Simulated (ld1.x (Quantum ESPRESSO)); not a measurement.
```json
{
  "Element": "boron (B)",
  "Generator": "ld1.x (Quantum ESPRESSO) 7.5",
  "Type": "ultrasoft",
  "Functional": "LDA (PZ)",
  "Relativity": "non-relativistic",
  "Frozen core": "[He]",
  "Valence charge": "3",
  "Reference configuration": "2s1.75 2p1.25",
  "Partial waves": "2s (bound): rcut 1.05, rcutus 1.40 bohr; 2s channel at 1.05 Ry: rcut 1.05, rcutus 1.40 bohr; 2p (bound): rcut 1.70, rcutus 1.95 bohr; 2p channel at 0.8 Ry: rcut 1.70, rcutus 1.95 bohr; 3d channel at -0.05 Ry: rcut 1.35, rcutus 1.50 bohr",
  "Local potential": "all-electron potential smoothed inside 1.10 bohr (lloc = -2)",
  "Core correction": "a·sin(br)/r model core inside 1.30 bohr",
  "Augmentation charge": "PSQ, inside the norm-conserving radii"
}
```

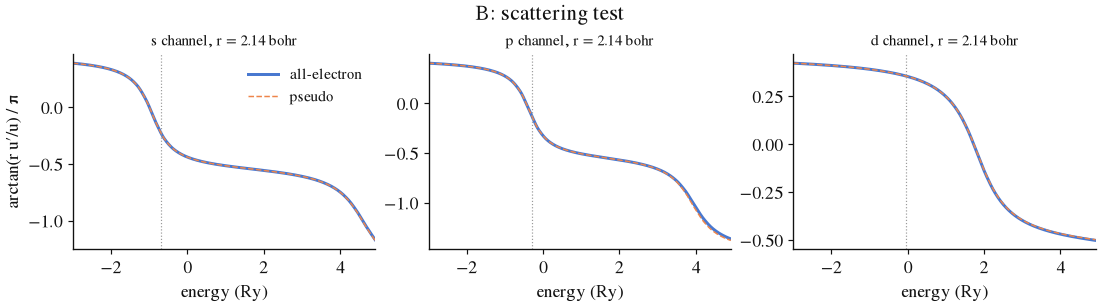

Unwrapped phase arctan(r u′/u) in units of π against energy, all-electron (solid) and pseudo (dashed); the pseudo phase is matched to the all-electron one at the reference energy. Here u = r R(r). The dotted line marks the reference energy of the channel.

Question: Give the range of good agreement (0.05 rad in phase) for each channel.

Answer: s: over the whole range drawn; p: up to about 3.7 Ry; d: over the whole range drawn.

Question: List the energies at which the logarithmic derivative diverges. (There the phase passes a half-integer multiple of π.)

Answer: s: all-electron at 0.7 Ry, pseudo at 0.7 Ry; p: all-electron at 0.9 Ry, pseudo at 0.9 Ry; d: all-electron at 4.9 Ry, pseudo at no energy in the range.
